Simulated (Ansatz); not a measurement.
Consider AgSb₂S₄Br.

```yaml
crystal:
  lattice:
    - [19.90625, 0.00000, 0.00000]
    - [0.00000, 3.81511, 0.00000]
    - [-5.59983, 0.00000, 10.04854]
  atoms:
    - { symbol: Ag, position: [0.33668, 0.00000, 0.56622] }
    - { symbol: Ag, position: [0.83668, 0.50000, 0.56622] }
    - { symbol: Ag, position: [0.16332, 0.50000, 0.43378] }
    - { symbol: Ag, position: [0.66332, 0.00000, 0.43378] }
    - { symbol: Sb, position: [0.04659, 0.00000, 0.78310] }
    - { symbol: Sb, position: [0.54659, 0.50000, 0.78310] }
    - { symbol: Sb, position: [0.45341, 0.50000, 0.21690] }
    - { symbol: Sb, position: [0.95341, 0.00000, 0.21690] }
    - { symbol: Sb, position: [0.20494, 0.50000, 0.09696] }
    - { symbol: Sb, position: [0.70494, 0.00000, 0.09696] }
    - { symbol: Sb, position: [0.29506, 0.00000, 0.90304] }
    - { symbol: Sb, position: [0.79506, 0.50000, 0.90304] }
    - { symbol: S, position: [0.21230, 0.00000, 0.34820] }
    - { symbol: S, position: [0.71230, 0.50000, 0.34820] }
    - { symbol: S, position: [0.28770, 0.50000, 0.65180] }
    - { symbol: S, position: [0.78770, 0.00000, 0.65180] }
    - { symbol: S, position: [0.31950, 0.00000, 0.13150] }
    - { symbol: S, position: [0.81950, 0.50000, 0.13150] }
    - { symbol: S, position: [0.18050, 0.50000, 0.86850] }
    - { symbol: S, position: [0.68050, 0.00000, 0.86850] }
    - { symbol: S, position: [0.10130, 0.00000, 0.02470] }
    - { symbol: S, position: [0.60130, 0.50000, 0.02470] }
    - { symbol: S, position: [0.39870, 0.50000, 0.97530] }
    - { symbol: S, position: [0.89870, 0.00000, 0.97530] }
    - { symbol: S, position: [0.46340, 0.00000, 0.78780] }
    - { symbol: S, position: [0.96340, 0.50000, 0.78780] }
    - { symbol: S, position: [0.03660, 0.50000, 0.21220] }
    - { symbol: S, position: [0.53660, 0.00000, 0.21220] }
    - { symbol: Br, position: [0.39602, 0.50000, 0.46528] }
    - { symbol: Br, position: [0.89602, 0.00000, 0.46528] }
    - { symbol: Br, position: [0.10398, 0.00000, 0.53472] }
    - { symbol: Br, position: [0.60398, 0.50000, 0.53472] }
```

Space group C2/m; built by placing these elements on a known structure type; not relaxed (largest force 0.9 eV/Å).

These are results of DFT, PAW plane waves, r2SCAN in Ansatz 0.2.0, not measurements.

**What can the converged electron localisation function tell about the bonding?**

Sb–S (2.44 Å): the ELF peaks at about 0.85 in the valence shell of S, 0.8 Å from its nucleus, and is about 0.65 at the midpoint.
Ag–S (2.52 Å): the ELF peaks at about 0.85 in the valence shell of S, 0.8 Å from its nucleus, and is about 0.35 at the midpoint.
Ag–S (2.57 Å): the ELF peaks at about 0.90 in the valence shell of S, 0.8 Å from its nucleus, and is about 0.30 at the midpoint.

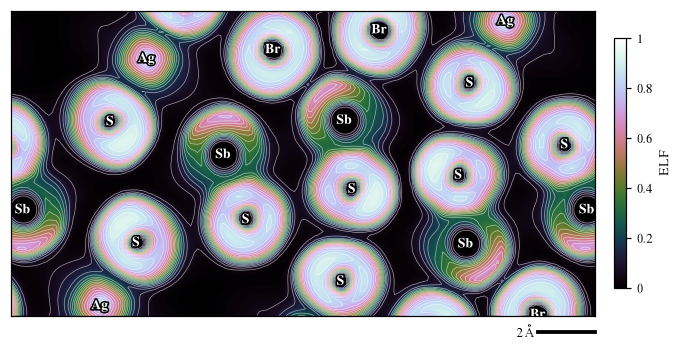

Computed electron localisation function on the (010) plane of the conventional cell. 

Core electrons are frozen (PAW), and the valence fields are smoothed inside the atomic spheres.
